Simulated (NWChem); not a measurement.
# the pair MgSiH4O···BH2Cl: a chain of runs

Wanted: the energy (singlet MgBSiH6ClO, B3LYP-D3(0)/cc-pVDZ), then the energy (singlet MgSiH4O, B3LYP-D3(0)/cc-pVDZ), then a single-point energy (singlet BH2Cl, B3LYP-D3(0)/cc-pVDZ), then a single-point energy (singlet MgSiH4O, B3LYP-D3(0)/cc-pVDZ), then a single-point energy (singlet BH2Cl, B3LYP-D3(0)/cc-pVDZ) of BClH6MgOSi and its partners. 

The calculation is run with NWChem 7.3.0.

### Step 1. The molecule

The species is MgBSiH6ClO (11 atoms), meant as a singlet with charge 0. The two molecules were placed rigidly side by side, at 1.1 times their contact distance; the pair isn't optimised.

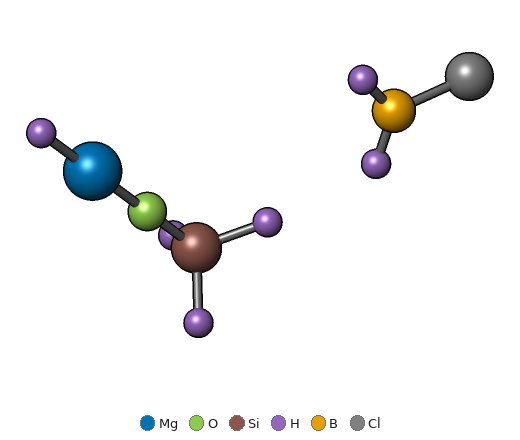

Viewed from a chosen angle; magnesium blue, oxygen green, silicon brown, hydrogen purple, boron amber, chlorine grey.

### Step 2. A single-point energy at B3LYP-D3(0)/cc-pVDZ (run 1)

m1.nw

```
start m1
title "BClH6MgOSi"
memory 2200 mb
charge 0

geometry noautosym nocenter noautoz
 Mg      -2.004940      -0.721060      -0.529990
 O       -0.365740      -0.133060      -0.096290
 Si       1.105160       0.397140       0.292210
 H       -3.546040      -1.273860      -0.937790
 H        1.827260       0.928540      -0.901690
 H        1.040860       1.495940       1.301110
 H        1.943460      -0.693660       0.872410
 B        3.927640       0.492720      -3.595140
 Cl       5.243540       0.635010      -4.714020
 H        4.127900       0.770510      -2.455270
 H        2.875480       0.122880      -4.010490
end

basis spherical bse
 * library cc-pVDZ
end

dft
 xc b3lyp
 disp vdw 3
 grid fine
 convergence energy 1e-08
 iterations 100
 mulliken
 noprint "final vectors analysis"
end

task dft
```

The run is started by

```bash
$ nwchem m1.nw > m1.out
```

Output, shortened:

```text
[...]
          Wavefunction type:  closed shell.
          No. of atoms     :    11
          No. of electrons :    62
[...]
          Charge           :     0
          Spin multiplicity:     1
[...]
          AO basis - number of functions:   112
[...]
              XC Information
              --------------
                         B3LYP Method XC Potential
                     Hartree-Fock (Exact) Exchange  0.200
                        Slater Exchange Functional  0.800 local
                    Becke 1988 Exchange Functional  0.720 non-local
              Lee-Yang-Parr Correlation Functional  0.810
                  VWN I RPA Correlation Functional  0.190 local
[...]
 d= 0,ls=0.0,diis     1  -1053.4658378726 -1.29D+03  1.53D-02  9.86D-01    12.3
[...]
 d= 0,ls=0.0,diis     8  -1053.5915539162 -3.33D-10  4.26D-06  5.00D-07    71.8
         Total DFT energy =    -1053.591553916247
      One electron energy =    -1923.582856323935
           Coulomb energy =      716.535009145673
    Exchange-Corr. energy =      -80.718924619788
 Nuclear repulsion energy =      234.180893514542
    Dispersion correction =       -0.005675632740
[...]
      Total Density - Mulliken Population Analysis
     ---------------------------------------------
    Atom       Charge   Shell Charges
 -----------   ------   -------------------------------------------------------
    1 Mg  12    11.36   2.00  2.01  0.54  0.12  6.01  0.44  0.11  0.13
    2 O    8     8.63   2.01  0.81  0.93  2.89  1.99  0.00
    3 Si  14    13.52   2.00  2.03  0.76  0.33  6.01  1.41  0.62  0.35
    4 H    1     1.14   0.68  0.46  0.00
    5 H    1     1.11   0.74  0.36  0.01
    6 H    1     1.12   0.74  0.37  0.01
    7 H    1     1.12   0.74  0.37  0.01
    8 B    5     4.93   2.01  0.64  0.38  1.46  0.35  0.09
    9 Cl  17    17.04   2.00  2.03  0.97  0.88  6.00  3.09  2.03  0.03
   10 H    1     1.01   0.75  0.24  0.01
[...]
```

Run time: 73 s. Hardware: 1 thread of Intel Xeon Platinum 8259CL at 2.50GHz (Skylake/Cascade Lake), shared host; peak memory 0.13 GiB.

### Step 3. MgSiH4O: a single-point energy at B3LYP-D3(0)/cc-pVDZ (run 2)

mol.nw

```
start mol
title "H4MgOSi B3LYP"
memory stack 880 mb heap 220 mb global 1100 mb
geometry noautosym nocenter noautoz
 Mg    -2.004940    -0.721060    -0.529990
 O     -0.365740    -0.133060    -0.096290
 Si     1.105160     0.397140     0.292210
 H     -3.546040    -1.273860    -0.937790
 H      1.827260     0.928540    -0.901690
 H      1.040860     1.495940     1.301110
 H      1.943460    -0.693660     0.872410
end
basis spherical bse
 * library cc-pVDZ
end
dft
 xc b3lyp
 disp vdw 3
 grid fine
 convergence energy 1e-08
 iterations 100
 mulliken
 print low
end
task dft
```

The run is started by

```bash
$ nwchem mol.nw > mol.out
```

Output, shortened:

```text
[...]
 d= 0,ls=0.0,diis     1   -567.2043634476 -6.90D+02  2.30D-02  7.80D-01     5.4
[...]
 d= 0,ls=0.0,diis     8   -567.3010325187 -1.22D-09  7.63D-07  4.43D-09    30.5
         Total DFT energy =     -567.301032518708
      One electron energy =    -1032.214385036871
           Coulomb energy =      389.615977021159
    Exchange-Corr. energy =      -47.646060463437
 Nuclear repulsion energy =      122.947140142156
    Dispersion correction =       -0.003704181715
[...]
      Total Density - Mulliken Population Analysis
     ---------------------------------------------
    Atom       Charge   Shell Charges
 -----------   ------   -------------------------------------------------------
    1 Mg  12    11.36   2.00  2.01  0.54  0.12  6.01  0.44  0.11  0.13
    2 O    8     8.63   2.01  0.81  0.93  2.89  1.99  0.00
    3 Si  14    13.51   2.00  2.03  0.76  0.33  6.01  1.41  0.62  0.35
    4 H    1     1.14   0.68  0.46  0.00
    5 H    1     1.12   0.74  0.37  0.01
    6 H    1     1.12   0.74  0.37  0.01
    7 H    1     1.12   0.74  0.37  0.01
[...]
```

Run time: 31 s. Hardware: 1 thread of Intel Xeon Platinum 8259CL at 2.50GHz (Skylake/Cascade Lake), shared host; peak memory 0.12 GiB.

### Step 4. BH2Cl: the energy at B3LYP-D3(0)/cc-pVDZ (run 3)

bclh2.nw

```
start bclh2
memory stack 880 mb heap 220 mb global 1100 mb
charge 0

geometry units bohr noautosym nocenter noautoz
   B      7.42216392     0.93110586    -6.79382998
   Cl     9.90885452     1.19999499    -8.90820675
   H      7.80060047     1.45605288    -4.63978786
   H      5.43386968     0.23220955    -7.57872773
end

basis "ao basis" spherical bse
   * library cc-pVDZ
end

dft
   xc b3lyp
   disp vdw 3
   grid fine
   convergence energy 1e-08
   maxiter 100
   mulliken
   noprint "final vectors analysis"
end

task dft energy
```

The run is started by

```bash
$ nwchem bclh2.nw > bclh2.out
```

Output, shortened:

```text
[...]
          Wavefunction type:  closed shell.
          No. of atoms     :     4
          No. of electrons :    24
[...]
          Charge           :     0
          Spin multiplicity:     1
[...]
          AO basis - number of functions:    42
[...]
              XC Information
              --------------
                         B3LYP Method XC Potential
                     Hartree-Fock (Exact) Exchange  0.200
                        Slater Exchange Functional  0.800 local
                    Becke 1988 Exchange Functional  0.720 non-local
              Lee-Yang-Parr Correlation Functional  0.810
                  VWN I RPA Correlation Functional  0.190 local
[...]
 d= 0,ls=0.0,diis     1   -486.2603626335 -5.24D+02  1.43D-02  2.06D-01     1.6
[...]
 d= 0,ls=0.0,diis     8   -486.2897159930 -3.49D-10  1.58D-07  6.93D-11     7.7
         Total DFT energy =     -486.289715993034
      One electron energy =     -744.422458456607
           Coulomb energy =      253.422469542728
    Exchange-Corr. energy =      -33.071755806460
 Nuclear repulsion energy =       37.783032636665
    Dispersion correction =       -0.001003909361
[...]
      Total Density - Mulliken Population Analysis
     ---------------------------------------------
    Atom       Charge   Shell Charges
 -----------   ------   -------------------------------------------------------
    1 B    5     4.93   2.01  0.64  0.38  1.46  0.35  0.09
    2 Cl  17    17.04   2.00  2.03  0.97  0.88  6.00  3.09  2.03  0.03
    3 H    1     1.02   0.75  0.25  0.01
    4 H    1     1.02   0.75  0.25  0.01
[...]
```

Wall time 8.4 s (1 thread of Intel Xeon Platinum 8259CL at 2.50GHz (Skylake/Cascade Lake), shared host); peak memory 0.12 GiB.

### Step 5. MgSiH4O among ghost functions: a single-point energy at B3LYP-D3(0)/cc-pVDZ (with ghost functions) (run 4)

h4mgosi.nw

```
start h4mgosi
title "H4MgOSi B3LYP"
memory 2200 mb

geometry units atomic noautosym nocenter noautoz
   Mg    -3.78878750    -1.36260592    -1.00153595
   O     -0.69114843    -0.25144696    -0.18196173
   Si     2.08844972     0.75048583     0.55219687
   H     -6.70104443    -2.40724652    -1.77216626
   H      3.45302096     1.75468630    -1.70394715
   H      1.96694033     2.82691690     2.45874156
   H      3.67260713    -1.31082742     1.64861597
   bqB      7.422164     0.931106    -6.793830
   bqCl     9.908855     1.199995    -8.908207
   bqH      7.800600     1.456053    -4.639788
   bqH      5.433870     0.232210    -7.578728
end

basis "ao basis" spherical bse
   Mg library cc-pVDZ
   O library cc-pVDZ
   Si library cc-pVDZ
   H library cc-pVDZ
   bqB library B cc-pVDZ
   bqCl library Cl cc-pVDZ
   bqH library H cc-pVDZ
end

dft
   xc b3lyp
   disp vdw 3
   grid fine
   convergence energy 1e-08
   iterations 100
   mulliken
   print low
end

task dft
```

The run is started by

```bash
$ nwchem h4mgosi.nw > h4mgosi.out
```

Output, shortened:

```text
[...]
 d= 0,ls=0.0,diis     1   -567.2044949502 -6.90D+02  1.43D-02  7.81D-01    10.7
[...]
 d= 0,ls=0.0,diis     8   -567.3011581095 -1.27D-09  4.83D-07  4.35D-09    68.2
         Total DFT energy =     -567.301158109459
      One electron energy =    -1032.207216815443
           Coulomb energy =      389.608123065108
    Exchange-Corr. energy =      -47.645491495140
 Nuclear repulsion energy =      122.947131317879
    Dispersion correction =       -0.003704181864
[...]
      Total Density - Mulliken Population Analysis
     ---------------------------------------------
    Atom       Charge   Shell Charges
 -----------   ------   -------------------------------------------------------
    1 Mg  12    11.36   2.00  2.01  0.54  0.12  6.01  0.44  0.11  0.13
    2 O    8     8.63   2.01  0.81  0.93  2.89  1.99  0.00
    3 Si  14    13.52   2.00  2.03  0.76  0.33  6.01  1.41  0.63  0.35
    4 H    1     1.14   0.68  0.46  0.00
    5 H    1     1.11   0.74  0.36  0.01
    6 H    1     1.12   0.74  0.37  0.01
    7 H    1     1.12   0.74  0.37  0.01
    8 X    0     0.00  -0.00 -0.00 -0.00 -0.00  0.00 -0.00
    9 X    0     0.00  -0.00 -0.00 -0.00  0.00  0.00  0.00  0.00  0.00
   10 X    0     0.00  -0.00  0.00 -0.00
[...]
```

It took 69 s on 1 thread of Intel Xeon Platinum 8259CL at 2.50GHz (Skylake/Cascade Lake), shared host; peak memory 0.13 GiB.

### Step 6. BH2Cl among ghost functions: the energy at B3LYP-D3(0)/cc-pVDZ (with ghost functions) (run 5)

mymol.nw

```
start mymol
title "BClH2"
memory stack 880 mb heap 220 mb global 1100 mb

geometry noautosym nocenter noautoz
   B        3.927640       0.492720      -3.595140
   Cl       5.243540       0.635010      -4.714020
   H        4.127900       0.770510      -2.455270
   H        2.875480       0.122880      -4.010490
   bqMg    -2.004940    -0.721060    -0.529990
   bqO     -0.365740    -0.133060    -0.096290
   bqSi     1.105160     0.397140     0.292210
   bqH     -3.546040    -1.273860    -0.937790
   bqH      1.827260     0.928540    -0.901690
   bqH      1.040860     1.495940     1.301110
   bqH      1.943460    -0.693660     0.872410
end

basis "ao basis" spherical bse
   B library cc-pVDZ
   Cl library cc-pVDZ
   H library cc-pVDZ
   bqMg library Mg cc-pVDZ
   bqO library O cc-pVDZ
   bqSi library Si cc-pVDZ
   bqH library H cc-pVDZ
end

dft
   xc b3lyp
   disp vdw 3
   grid fine
   convergence energy 1e-08
   iterations 100
   mulliken
   print low
end

task dft energy
```

The run is started by

```bash
$ nwchem mymol.nw > mymol.out
```

Output, shortened:

```text
[...]
 d= 0,ls=0.0,diis     1   -486.2604384823 -5.24D+02  5.36D-03  2.06D-01     8.6
[...]
 d= 0,ls=0.0,diis     8   -486.2898032491 -3.50D-10  5.95D-08  7.00D-11    60.2
         Total DFT energy =     -486.289803249085
      One electron energy =     -744.419227403747
           Coulomb energy =      253.418802380260
    Exchange-Corr. energy =      -33.071409649319
 Nuclear repulsion energy =       37.783035332697
    Dispersion correction =       -0.001003908975
[...]
      Total Density - Mulliken Population Analysis
     ---------------------------------------------
    Atom       Charge   Shell Charges
 -----------   ------   -------------------------------------------------------
    1 B    5     4.93   2.01  0.64  0.38  1.46  0.35  0.09
    2 Cl  17    17.04   2.00  2.03  0.97  0.88  6.00  3.09  2.03  0.03
    3 H    1     1.02   0.75  0.25  0.01
    4 H    1     1.02   0.75  0.25  0.01
    5 X    0     0.00  -0.00 -0.00 -0.00  0.00  0.00 -0.00  0.00  0.00
    6 X    0     0.00  -0.00 -0.00  0.00 -0.00  0.00 -0.00
    7 X    0    -0.00   0.00  0.00  0.00 -0.00 -0.00 -0.00 -0.00 -0.00
    8 X    0    -0.00  -0.00 -0.00  0.00
    9 X    0     0.00  -0.00  0.00 -0.00
   10 X    0     0.00  -0.00  0.00 -0.00
[...]
```

Run time: 61 s. Hardware: 1 thread of Intel Xeon Platinum 8259CL at 2.50GHz (Skylake/Cascade Lake), shared host; peak memory 0.13 GiB.

### Step 7. Results

| quantity | value |
| --- | --- |
| run 1, B3LYP-D3(0)/cc-pVDZ: total energy | -1053.59155 Eh |
| run 1, B3LYP-D3(0)/cc-pVDZ: dipole moment | 1.75 D |
| run 1, B3LYP-D3(0)/cc-pVDZ: dispersion energy | -14.90 kJ/mol |
| MgSiH4O: total energy | -567.30103 Eh |
| MgSiH4O: dispersion energy | -9.73 kJ/mol |
| BH2Cl: total energy | -486.28972 Eh |
| BH2Cl: dipole moment | 0.48 D |
| BH2Cl: dispersion energy | -2.64 kJ/mol |
| MgSiH4O among ghost functions: total energy | -567.30116 Eh |
| MgSiH4O among ghost functions: dispersion energy | -9.73 kJ/mol |
| BH2Cl among ghost functions: total energy | -486.28980 Eh |
| BH2Cl among ghost functions: dispersion energy | -2.64 kJ/mol |
| interaction energy of the rigid parts MgSiH4O and BH2Cl (parts in their own basis; closest atoms 2.78 Å apart) | -0.022 eV |
| interaction energy of the rigid parts MgSiH4O and BH2Cl (parts in the whole basis, counterpoise; closest atoms 2.78 Å apart) | -0.016 eV |

The interaction energy of the rigid parts MgSiH4O and BH2Cl (parts in their own basis; closest atoms 2.78 Å apart) is −0.02 eV (−2.1 kJ/mol): the parts attract. Without counterpoise this holds the superposition error of the basis. The interaction energy of the rigid parts MgSiH4O and BH2Cl (parts in the whole basis, counterpoise; closest atoms 2.78 Å apart) is −0.02 eV (−1.6 kJ/mol). The basis-set superposition error is 0.6 kJ/mol. Mulliken charges (run 1, B3LYP-D3(0)/cc-pVDZ) run from -0.63 on O2 to +0.64 on Mg1; they depend strongly on the basis.
